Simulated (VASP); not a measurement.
Band structure of SnO2 (rutile). All values below come from rev-vdW-DF2, VASP's PBE PAW potentials (set 64) (plane waves; VASP).

Unless said otherwise, spin-orbit coupling is left out, though it shifts the bands of the heavy elements here.

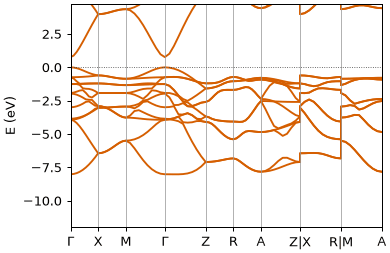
Figure: Bands along high-symmetry lines, zero at the valence-band maximum or, without a gap, the Fermi level

Read the plot: is there a gap, and where are the band edges?

The gap is direct, 0.77 eV, from the valence maximum at Γ to the conduction minimum at Γ. (Edges off the drawn lines would not show.)

The compound is SnO2 in the rutile structure. It was relaxed first.
